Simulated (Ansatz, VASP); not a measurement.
# SiBi: VASP beside Ansatz, part 2 of 2

Aim: how closely do two programs agree when they are given the same cell, functional and k mesh? The cell is invented: As first built, before any earlier steps moved the atoms (in the runner's words): it takes the SnP structure with all of its atoms replaced by other elements, volume scaled by an estimate. It may not be a known or stable phase. The cell is taken from a series of VASP runs on this material, whose earlier steps may have relaxed, scaled or displaced it; both programs get it as it stands. Valence electrons are named where the data sets of a main pair hold unlike numbers.

VASP 6.6.1 and Ansatz 0.2.0.

So far: Starting point; VASP: band structure, r2SCAN; Ansatz: band structure, r2SCAN; Comparison.

### 5. VASP: band structure, PBE, spin-orbit coupling

Level of this step: PBE, spin-orbit coupling; plane waves and PAW (Bi_d, Si); invented cell (VASP).

With cell and atoms fixed, the geometry can't cause a difference; cores, projectors, grids and the points listed under the comparison can.

INCAR

```
SYSTEM = SiBi
PREC = Accurate
ENCUT = 400
EDIFF = 1E-06
NELM = 100
ISMEAR = 0
SIGMA = 0.02
LREAL = .FALSE.
ALGO = Normal
GGA = PE
LNONCOLLINEAR = .TRUE.
MAGMOM = 0 0 0 0 0 0
NBANDS = 30
GGA_COMPAT = .FALSE.
LASPH = .TRUE.
LSORBIT = .TRUE.
LORBIT = 11
LWAVE = .FALSE.
LCHARG = .FALSE.
KPAR = 4
```

POSCAR

```
SiBi
1.0
   -2.0268872060      2.0268872060      3.2462904277
    2.0268872060     -2.0268872060      3.2462904277
    2.0268872060      2.0268872060     -3.2462904277
Bi Si
1 1
Direct
    0.5741320490      0.5741320490      0.0000000000
    0.9978689510      0.9978689510      0.0000000000
```

KPOINTS

```
Automatic mesh
0
Gamma
6 6 6
0 0 0
```

KPOINTS_OPT

```
Line mode
16
Line-mode
Reciprocal
  0.00000000   0.00000000   0.00000000 GAMMA
  0.00000000   0.00000000   0.50000000 X

  0.00000000   0.00000000   0.50000000 X
 -0.19491911   0.19491911   0.50000000 Y

 -0.19491911   0.19491911   0.50000000 Y
 -0.34745956   0.34745956   0.34745956 S

 -0.34745956   0.34745956   0.34745956 S
  0.00000000   0.00000000   0.00000000 GAMMA

  0.00000000   0.00000000   0.00000000 GAMMA
  0.50000000   0.50000000  -0.50000000 Z

  0.50000000   0.50000000  -0.50000000 Z
  0.34745956   0.65254044  -0.34745956 S1

  0.34745956   0.65254044  -0.34745956 S1
  0.00000000   0.50000000   0.00000000 N

  0.00000000   0.50000000   0.00000000 N
  0.25000000   0.25000000   0.25000000 P

  0.25000000   0.25000000   0.25000000 P
  0.50000000   0.50000000  -0.19491911 Y1

  0.50000000   0.50000000  -0.19491911 Y1
  0.50000000   0.50000000  -0.50000000 Z

  0.00000000   0.00000000   0.50000000 X
  0.25000000   0.25000000   0.25000000 P
```

PAW data sets: Bi_d and Si (PBE family, release 64).

On the command line:

```
mpirun -np 4 vasp_ncl
```

Numbers of over 12 decimals in the logs are rounded to 6 here.

Output:

```text
[banner, memory and clock lines left out]
running    4 mpi-ranks, on    1 nodes
[...]
LDA part: xc-table for (Slater+PW92), standard interpolation
 POSCAR, INCAR and KPOINTS ok, starting setup
[...]
entering main loop
       N       E                     dE             d eps       ncg     rms          rms(c)
DAV:   1     0.164009809414E+03    0.16401E+03   -0.80462E+03  2892   0.113E+03
DAV:   2     0.655227489362E+01   -0.15746E+03   -0.15249E+03  2920   0.342E+02
DAV:   3    -0.862218260768E+01   -0.15174E+02   -0.14953E+02  3580   0.121E+02
DAV:   4    -0.916844220958E+01   -0.54626E+00   -0.54516E+00  3584   0.246E+01
[...]
DAV:  10    -0.916219322714E+01   -0.55661E-05   -0.63309E-05  3666   0.783E-02    0.230E-02
DAV:  11    -0.916220158399E+01   -0.83569E-05   -0.18404E-05  3336   0.373E-02    0.523E-03
DAV:  12    -0.916220188565E+01   -0.30166E-06   -0.14578E-06  3070   0.921E-03
   1 F= -.91622019E+01 E0= -.91619328E+01  d E =-.538208E-03  mag=    -0.0000    -0.0000    -0.0000
 Start KPOINTS_OPT (optional k-point list driver)
k-point batch [1-48\176]
       N       E                     dE             ncg
DAV:   1     0.114236562106E+04   -0.21047E+05     2880
DAV:   2    -0.640606384121E+04   -0.75484E+04     2904
DAV:   3    -0.711952194922E+04   -0.71346E+03     3754
DAV:   4    -0.714397414828E+04   -0.24452E+02     3828
DAV:   5    -0.714483323931E+04   -0.85909E+00     3994
DAV:   6    -0.714485525671E+04   -0.22017E-01     4256
DAV:   7    -0.714485566267E+04   -0.40596E-03     4040
DAV:   8    -0.714485567216E+04   -0.94880E-05     3908
DAV:   9    -0.714485567240E+04   -0.24830E-06     2378
[...]
k-point batch [145-176\176]
       N       E                     dE             ncg
DAV:   1     0.100628412480E+05   -0.17337E+05     1920
DAV:   2     0.500462878034E+04   -0.50582E+04     1944
DAV:   3     0.455179445999E+04   -0.45283E+03     2464
DAV:   4     0.453675342359E+04   -0.15041E+02     2576
DAV:   5     0.453634229642E+04   -0.41113E+00     2620
DAV:   6     0.453632795896E+04   -0.14337E-01     2874
DAV:   7     0.453632777923E+04   -0.17972E-03     2612
DAV:   8     0.453632777282E+04   -0.64104E-05     2562
DAV:   9     0.453632777262E+04   -0.20777E-06     1554
```

From OUTCAR (step 5):

```text
  Total        0.0921488      0.0921488      0.3597002      0.0000000      0.0000000      0.0000000
  in kB        2.7675382      2.7675382     10.8030095      0.0000000      0.0000000      0.0000000
  external PRESSURE =       5.4460286 kB  Pullay stress =       0.0000000 kB

 POSITION                                       TOTAL-FORCE (eV/Angst)
 -----------------------------------------------------------------------------------
      0.00000      0.00000      3.72760         0.000000      0.000000     -0.041930
      0.00000      0.00000      6.47874        -0.000000     -0.000000      0.041930
 -----------------------------------------------------------------------------------
    total drift:                                0.000001      0.000001      0.000893

  FREE ENERGIE OF THE ION-ELECTRON SYSTEM (eV)
  ---------------------------------------------------
  free  energy   TOTEN  =        -9.1622018857 eV

  energy  without entropy=       -9.1616636777  energy(sigma->0) =       -9.16193278

 magnetization (x)
# of ion       s       p       d       tot
------------------------------------------
    1        0.000   0.000   0.000   0.000
    2        0.000   0.000   0.000   0.000
--------------------------------------------------
tot          0.000   0.000   0.000   0.000

 magnetization (y)
# of ion       s       p       d       tot
------------------------------------------
    1       -0.000   0.000   0.000  -0.000
    2        0.000   0.000   0.000   0.000
--------------------------------------------------
tot         -0.000   0.000   0.000  -0.000

 magnetization (z)
# of ion       s       p       d       tot
------------------------------------------
    1        0.000   0.000   0.000   0.000
    2        0.000   0.000   0.000   0.000
--------------------------------------------------
tot          0.000   0.000   0.000   0.000

[... 1 part as in an earlier step ...]

[... 2 further parts left out ...]
[key lines of the parts left out:]
E-fermi :   6.5302
```

The run ends at a pressure of 0.54 GPa, with forces up to 0.042 eV/Å.

### 6. Ansatz: band structure, PBE, spin-orbit coupling

The same cell, functional, mesh and smearing now go to Ansatz, which takes its cutoff from its data sets.

The cell is taken from a series of VASP runs on this material, whose earlier steps may have relaxed, scaled or displaced it; both programs get it as it stands.

input.yaml

```yaml
crystal:
  lattice:
    - [-2.026887206, 2.026887206, 3.2462904277]
    - [2.026887206, -2.026887206, 3.2462904277]
    - [2.026887206, 2.026887206, -3.2462904277]
  atoms:
    - { symbol: Bi, position: [0.574132049, 0.574132049, 0.0] }
    - { symbol: Si, position: [0.997868951, 0.997868951, 0.0] }
hamiltonian:
  xc: pbe
  pseudopotentials: { kind: paw_fr }
magnetization:
  noncollinear: true
  spin_orbit: true
kpoints:
  mp_grid: { grid: [6, 6, 6] }
  band_path:
    path:
      - [0.0, 0.0, 0.0]
      - [0.0, 0.0, 0.2]
      - [0.0, 0.0, 0.4]
      - [-0.02599, 0.02599, 0.5]
      - [-0.10396, 0.10396, 0.5]
      - [-0.18192, 0.18192, 0.5]
      - [-0.2356, 0.2356, 0.45932]
      - [-0.29661, 0.29661, 0.39831]
      - [-0.34746, 0.34746, 0.34746]
      - [-0.20848, 0.20848, 0.20848]
      - [-0.06949, 0.06949, 0.06949]
      - [0.06667, 0.06667, -0.06667]
      - [0.26667, 0.26667, -0.26667]
      - [0.46667, 0.46667, -0.46667]
      - [0.45932, 0.54068, -0.45932]
      - [0.39831, 0.60169, -0.39831]
      - [0.34746, 0.65254, -0.34746]
      - [0.20848, 0.59152, -0.20848]
      - [0.06949, 0.53051, -0.06949]
      - [0.03333, 0.46667, 0.03333]
      - [0.13333, 0.36667, 0.13333]
      - [0.23333, 0.26667, 0.23333]
      - [0.31667, 0.31667, 0.13135]
      - [0.41667, 0.41667, -0.04661]
      - [0.5, 0.5, -0.19492]
      - [0.5, 0.5, -0.31695]
      - [0.5, 0.5, -0.43898]
      - [0.03333, 0.03333, 0.46667]
      - [0.13333, 0.13333, 0.36667]
      - [0.25, 0.25, 0.25]
    npoints: 1
scf:
  occupations: { method: gaussian, width: 0.02 }
  n_extra_bands: 14
output:
  forces: true
  stress: true
  eigenvalues: true
```

On the command line:

```
ansatz run input.yaml --threads 2 --pin off --max-ram 4608MiB --backend cpu --events-out ev --progress --plain --runs-dir out
```

Output:

```text
[...]
non-collinear run that drives no moment, with spin-orbit: no starting moment large enough to seed its density (crystal.atoms[].spin), no starting occupations that ask for one, no magnetisation constraint and no magnetic field, so the semilocal B_xc is pinned to zero
Crystal: 2 atoms, lattice volume = 53.347 Å³
[...]
k-point 1: bands = [... 15 lower, 6.9217, 7.7767, 7.9581, 10.3925, 10.4831, 10.5198, 11.0479, 12.1447, ... 10 higher]
  k-point 2: bands = [... 15 lower, 5.7284, 6.0351, 6.2144, 7.3486, 7.7068, 11.1788, 11.1927, 12.8770, ... 10 higher]
  k-point 29: bands = [... 15 lower, 5.4295, 6.1849, 6.1849, 6.7800, 6.7800, 11.8986, 11.8986, 14.9893, ... 10 higher]
[key lines of the parts left out:]
SCF converged after 7 iterations
Magnetization: |M| = 0.0000 μB,  M = (+0.0000, +0.0000, +0.0000) μB
Free energy (F): -13073.266261 eV
Fermi energy:    8.893285 eV
P = ⅓ Tr σ = 0.6403 GPa (6.403 kbar)
```

The job ended after 9.7 s (2 threads of Arm Neoverse V2, shared host; peak memory 0.49 GiB; 19 s of CPU time).

### 7. Differences

What differs besides the data sets and the points named for the pairs above, as far as they apply: spin-orbit coupling enters by fully relativistic files in Ansatz and inside the spheres in VASP; the cutoff is 420 eV in Ansatz and 400 eV in VASP. Total energies have different zeros and are not compared.

Both answers:

```csv
quantity,Ansatz,VASP,difference
pressure (GPa),0.64,0.54,+0.10
```

Forces (eV/Å; atoms numbered as in POSCAR):

```csv
atom,"Ansatz x, y, z","VASP x, y, z"
Bi1,"0.000, 0.000, -0.038","0.000, 0.000, -0.042"
Si2,"0.000, 0.000, 0.038","0.000, 0.000, 0.042"
```

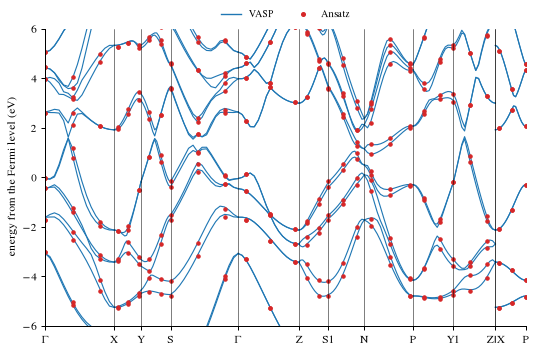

Bands from VASP (lines) and levels from Ansatz (dots). Dots without a line are higher empty bands that the VASP plot leaves out.

The forces differ by 2.1 meV/Å r.m.s., which is 8.5 % of the r.m.s. force of 0.024 eV/Å (both taken over all components). Levels from 3 eV below to 2 eV above the Fermi level differ by 34 meV r.m.s. and 115 meV at most; each VASP level is matched to the nearest of Ansatz, which flatters the figure a little. Ansatz's pressure holds a Pulay correction of 0.03 GPa; VASP's holds none.

### 8. Ansatz: band structure, r2SCAN, spin-orbit coupling

A single point gives forces, pressure and levels at one fixed geometry, so differences don't come from the geometry; what else differs is listed under the comparison.

The cell is taken from a series of VASP runs on this material, whose earlier steps may have relaxed, scaled or displaced it; both programs get it as it stands.

Edit input.yaml of step 6 so:

```diff
@@ -9,3 +9,3 @@
 hamiltonian:
-  xc: pbe
+  xc: r2scan
   pseudopotentials: { kind: paw_fr }
@@ -56 +56,5 @@
   eigenvalues: true
+  write_density: true
+  write_potential: true
+  elf: true
+  volumetric_format: npy
```

Output:

```text
[...]
Crystal: 2 atoms, lattice volume = 53.347 Å³
Basis set: ecut = 500 eV, 1339 PW (Γ), exchange–correlation on 128×128×128 points (64 copies of the dense FFT grid, shifted against one another)
Bands: 33, of which v1, the nominal top of the filled ones, is band 19 counted from 1 (18 counted from 0)
Symmetry: 8 space group operations + 8 with time reversal
[...]
k-point 1: bands = [... 15 lower, 6.7258, 7.5950, 7.7852, 10.4723, 10.5518, 10.5914, 11.1139, 12.2765, ... 10 higher]
  k-point 2: bands = [... 15 lower, 5.4970, 5.8105, 5.9788, 7.1913, 7.5726, 11.3662, 11.3804, 13.0796, ... 10 higher]
  k-point 29: bands = [... 15 lower, 5.2679, 5.9726, 5.9726, 6.5290, 6.5290, 12.1985, 12.1985, 15.3535, ... 10 higher]
[key lines of the parts left out:]
SCF converged after 7 iterations
Magnetization: |M| = 0.0000 μB,  M = (+0.0000, +0.0000, +0.0000) μB
Free energy (F): -13015.188009 eV
Fermi energy:    8.900585 eV
P = ⅓ Tr σ = -0.5027 GPa (-5.027 kbar)
```

It took 23 s on 2 threads; peak memory 0.66 GiB.

### 9. VASP: band structure, r2SCAN, spin-orbit coupling

The same cell, functional, mesh and smearing now go to VASP, with its own data sets.

Edit INCAR of step 5 so:

```diff
@@ -9,3 +9,4 @@
 ALGO = Normal
-GGA = PE
+METAGGA = R2SCAN
+LASPH = .TRUE.
 LNONCOLLINEAR = .TRUE.
@@ -14,3 +15,2 @@
 GGA_COMPAT = .FALSE.
-LASPH = .TRUE.
 LSORBIT = .TRUE.
```

POSCAR is that of step 5.

KPOINTS is that of step 5.

KPOINTS_OPT is that of step 5.

On the command line:

```
mpirun -np 4 vasp_ncl
```

Output:

```text
[banner, memory and clock lines left out]
running    4 mpi-ranks, on    1 nodes
[...]
[... a notice as in an earlier step ...]

 LDA part: xc-table for (None), standard interpolation
 POSCAR, INCAR and KPOINTS ok, starting setup
[...]
entering main loop
       N       E                     dE             d eps       ncg     rms          rms(c)
DAV:   1     0.107908698190E+03    0.10791E+03   -0.82604E+03  2886   0.116E+03
DAV:   2    -0.546377900333E+02   -0.16255E+03   -0.15739E+03  2904   0.351E+02
DAV:   3    -0.704067405169E+02   -0.15769E+02   -0.15538E+02  3598   0.125E+02
DAV:   4    -0.710097089545E+02   -0.60297E+00   -0.60169E+00  3688   0.259E+01
[...]
DAV:  11    -0.669896127766E+02    0.34470E-05   -0.72238E-05  3650   0.883E-02    0.119E-02
DAV:  12    -0.669896123662E+02    0.41037E-06   -0.10254E-05  3636   0.416E-02    0.481E-03
DAV:  13    -0.669896120594E+02    0.30678E-06   -0.66616E-07  2304   0.670E-03
   1 F= -.66989612E+02 E0= -.66989354E+02  d E =-.516782E-03  mag=    -0.0000    -0.0000     0.0000
 Start KPOINTS_OPT (optional k-point list driver)
k-point batch [1-48\176]
       N       E                     dE             ncg
DAV:   1     0.943767945499E+03   -0.21245E+05     2880
DAV:   2    -0.687643865634E+04   -0.78202E+04     2916
DAV:   3    -0.761867341421E+04   -0.74223E+03     3752
DAV:   4    -0.764519812497E+04   -0.26525E+02     3880
DAV:   5    -0.764597532336E+04   -0.77720E+00     3926
DAV:   6    -0.764599918992E+04   -0.23867E-01     4348
DAV:   7    -0.764599954302E+04   -0.35311E-03     3984
DAV:   8    -0.764599955502E+04   -0.11995E-04     4006
DAV:   9    -0.764599955532E+04   -0.30604E-06     2320
[...]
k-point batch [145-176\176]
       N       E                     dE             ncg
DAV:   1     0.992415226673E+04   -0.17476E+05     1920
DAV:   2     0.468549328782E+04   -0.52387E+04     1944
DAV:   3     0.421451750074E+04   -0.47098E+03     2456
DAV:   4     0.419805591800E+04   -0.16462E+02     2600
DAV:   5     0.419766145341E+04   -0.39446E+00     2604
DAV:   6     0.419764643451E+04   -0.15019E-01     2888
DAV:   7     0.419764624798E+04   -0.18654E-03     2588
DAV:   8     0.419764623958E+04   -0.83981E-05     2650
DAV:   9     0.419764623939E+04   -0.19268E-06     1552
```

Parts of OUTCAR (step 9):

```text
  Total       -0.3015364     -0.3015364      0.0242033      0.0000000      0.0000000      0.0000000
  in kB       -9.0561532     -9.0561532      0.7269064      0.0000000      0.0000000      0.0000000
  external PRESSURE =      -5.7951334 kB  Pullay stress =       0.0000000 kB

 POSITION                                       TOTAL-FORCE (eV/Angst)
 -----------------------------------------------------------------------------------
      0.00000      0.00000      3.72760        -0.000000     -0.000000      0.056616
      0.00000      0.00000      6.47874         0.000000      0.000000     -0.056616
 -----------------------------------------------------------------------------------
    total drift:                                0.000001      0.000001      0.001748

  FREE ENERGIE OF THE ION-ELECTRON SYSTEM (eV)
  ---------------------------------------------------
  free  energy   TOTEN  =       -66.9896120594 eV

  energy  without entropy=      -66.9890952772  energy(sigma->0) =      -66.98935367

 magnetization (x)
# of ion       s       p       d       tot
------------------------------------------
    1       -0.000   0.000   0.000  -0.000
    2        0.000   0.000   0.000   0.000
--------------------------------------------------
tot         -0.000   0.000   0.000  -0.000

 magnetization (y)
# of ion       s       p       d       tot
------------------------------------------
    1        0.000   0.000  -0.000   0.000
    2        0.000  -0.000   0.000  -0.000
--------------------------------------------------
tot          0.000  -0.000  -0.000   0.000

[... 3 parts as in an earlier step ...]

[... 1 further part left out ...]
[key lines of the parts left out:]
E-fermi :   6.5407
```

The run ends at a pressure of -0.58 GPa, with forces up to 0.057 eV/Å.

### 10. Side by side

Both answers:

```csv
quantity,Ansatz,VASP,difference
pressure (GPa),-0.50,-0.58,+0.08
```

Forces (eV/Å; atoms numbered as in POSCAR):

```csv
atom,"Ansatz x, y, z","VASP x, y, z"
Bi1,"0.000, 0.000, 0.048","0.000, 0.000, 0.057"
Si2,"0.000, 0.000, -0.048","0.000, 0.000, -0.057"
```

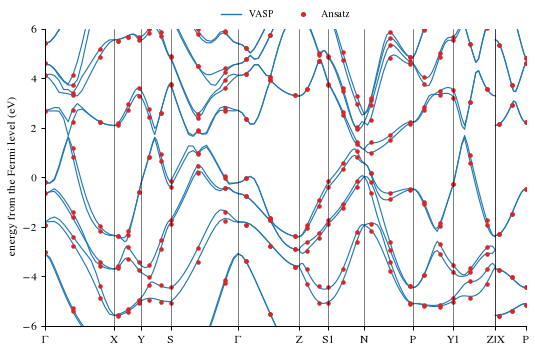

Bands from VASP (lines) and levels from Ansatz (dots). Dots without a line are higher empty bands that the VASP plot leaves out.

The forces differ by 5.1 meV/Å r.m.s., which is 15.6 % of the r.m.s. force of 0.033 eV/Å (both taken over all components). Levels from 3 eV below to 2 eV above the Fermi level differ by 36 meV r.m.s. and 117 meV at most; each VASP level is matched to the nearest of Ansatz, which flatters the figure a little. Ansatz's pressure holds a Pulay correction of 0.02 GPa; VASP's holds none.

### 11. Outcome

```
r.m.s. difference of levels near the Fermi level (band structure, r2SCAN)                      : 3.4 meV
r.m.s. difference of levels near the Fermi level (band structure, PBE, spin-orbit coupling)    : 34 meV
r.m.s. difference of levels near the Fermi level (band structure, r2SCAN, spin-orbit coupling) : 36 meV
```

The r.m.s. difference of levels near the Fermi level is 36 meV (band structure, r2SCAN, spin-orbit coupling), within the 80 meV picked in this series as the mark of a large difference. 1 further run of this series is not shown here. How closely two codes agree says nothing of how well the functional describes the real material.

[Lines on the potential files, build, host, timing and source positions are cut from VASP's logs without a mark.]

[Logs are printed without paths, hosts, clocks, repeated set-up lines and the standing remarks that a program may print on its own settings, such as how far it seeks lower states.]

[Hosts, paths, dates, database ids (printed as entryN), source tags and the programs' standing remarks are cut or masked in the printed files.]
